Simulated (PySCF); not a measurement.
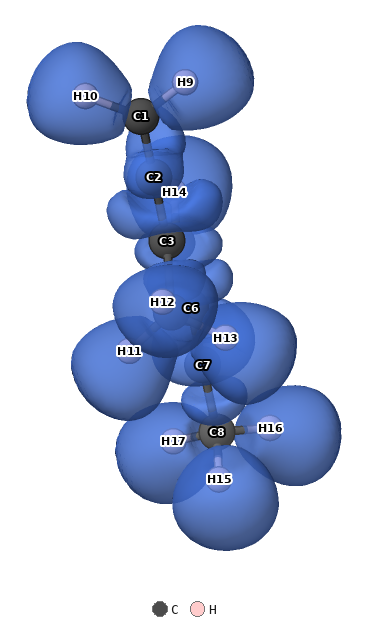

Figure. C₈H₉ (SMILES C=C=C(C)[CH]C#CC) (doublet). Isosurface of the electron localisation function at 0.75 (blue), seen at an oblique angle. Only the valence region is drawn (cores and ρ < 0.01 e/Å³ removed).

Geometry: GFN2-xTB.

These are results of PySCF, UKS B3LYP, pcH-1 on C H, non-relativistic, mean-field spin-orbit, GIAO, not measurements.

```xyz
17

C    -3.6773    0.2977    1.0963
C    -2.4433    0.2454    0.7229
C    -1.1723    0.2075    0.3225
C    -0.7588    0.9884   -0.8995
C    -0.2028   -0.5466    1.0127
C     1.1176   -0.6060    0.6225
C     2.2795   -0.6579    0.2770
C     3.6657   -0.7314   -0.1192
H    -4.4206   -0.4035    0.7393
H    -4.0418    1.0438    1.7909
H     0.0152    1.7075   -0.6355
H    -1.6082    1.5182   -1.3233
H    -0.3485    0.3136   -1.6495
H    -0.4977   -1.1075    1.8886
H     3.8372   -0.1291   -1.0116
H     3.9421   -1.7652   -0.3338
H     4.3071   -0.3630    0.6832
```

Describe the localisation domains.

The ELF exceeds this value in seven regions between bonded C–C atoms (shared pairs) and nine regions around hydrogen nuclei.

Values along the shortest contacts:
C–C (1.21 Å): the ELF peaks at about 0.90 between the atoms (a short, multiple covalent bond). C–H (1.08 Å): the ELF is about 1 at the midpoint; a covalent bond by its length.
